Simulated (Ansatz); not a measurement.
BNSiZn

Input file:

```
basis:
  gaussian: {orbitals: def2-TZVPD}
crystal:
  periodic: [false, false, false]
  atoms:
    - symbol: B
      position_ang: [0.399878, -0.144923, -1.139637]
    - symbol: N
      position_ang: [0.370245, 0.445883, 0.084793]
    - symbol: Si
      position_ang: [0.063469, 1.312704, 1.398773]
    - symbol: Zn
      position_ang: [2.020498, -1.734493, -1.607079]
total_charge: 0
hamiltonian: {xc: pbe0}
output: {forces: true, orbitals: {seedname: orbitals}}
```

Run with:

```sh
ansatz run input.yaml --threads 1 --pin off --max-ram 2610MiB --events-out events.jsonl --progress --plain --runs-dir runs
```

Geometry: PBE0-D3(BJ)/pcseg-1.

Method: isolated molecule in a Gaussian basis; Kohn-Sham density functional theory, functional PBE0 in Ansatz 0.2.0.

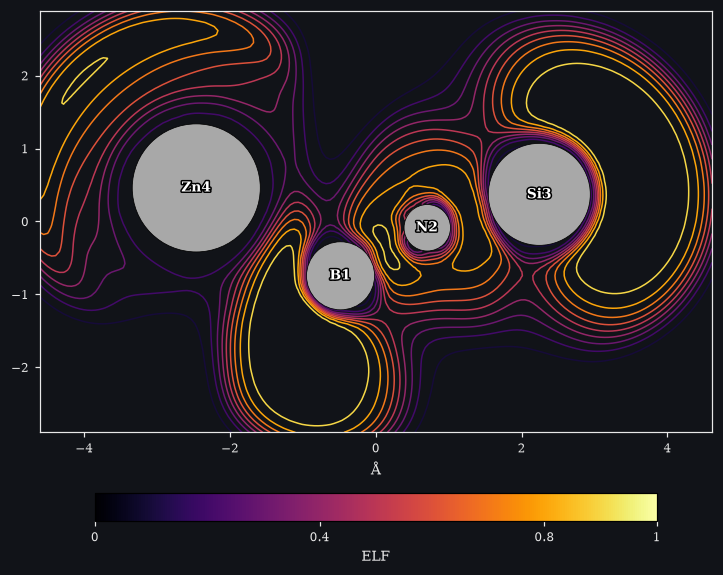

Figure 1. Electron localisation function on the molecular plane. Grey discs cover the atomic cores.

**Interpret the plot.**

The section cuts through B, N, Si and Zn sites.
B–N (1.36 Å): the ELF peaks at about 0.90 between the atoms (a polar covalent bond).
Si–N (1.60 Å): the ELF peaks at about 0.85 between the atoms: a polar covalent bond.
Zn–B (2.32 Å): the ELF peaks at about 0.90 in the valence shell of B, 0.8 Å from its nucleus, and is about 0.45 at the midpoint.
The ELF also peaks beside B1 and Si3, away from the bonds: lone-pair regions.

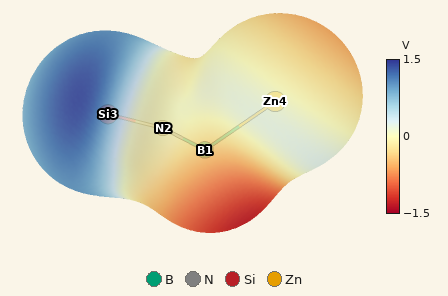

Figure 2. The molecular electrostatic potential painted on the density surface at 0.001 e/bohr³, seen at a tilt; the colour scale runs from red (negative) to blue (positive).

**Describe the electrostatic potential map.**

The most negative region (about −1.3 V) lies over N2, the most positive (about +1.4 V) over Si3. N2 is the likeliest acceptor of a hydrogen bond.

**How polar is the molecule by this calculation?**

Its dipole moment is 3.74 D.

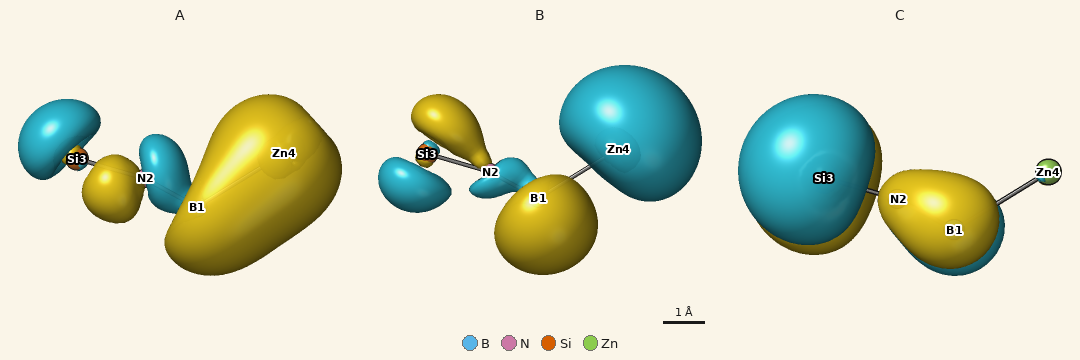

Figure 3. Three frontier orbitals at ±0.08 Å⁻³ᐟ² (yellow and cyan are the two phases), in no order.

**Which picture is the HOMO−1, the HOMO and the LUMO?**

A is the HOMO−1 (−8.05 eV). By Hirshfeld shares it lies mainly on B1 (about 40 %), Zn4 (about 40 %), N2 (about 10 %) and Si3 (about 10 %); it is symmetric in the molecular plane (an in-plane orbital: σ, lone-pair or in-plane π type). B is the HOMO (−4.73 eV). It lies mainly on Zn4 (about 50 %), B1 (about 35 %) and Si3 (about 10 %). C is the LUMO (−2.91 eV). It lies mainly on Si3 (about 75 %), B1 (about 15 %) and N2 (about 10 %); it changes sign across the molecular plane (π type); π-bonding across B1–N2.

**What is the HOMO–LUMO gap?**

1.82 eV between the orbital energies.
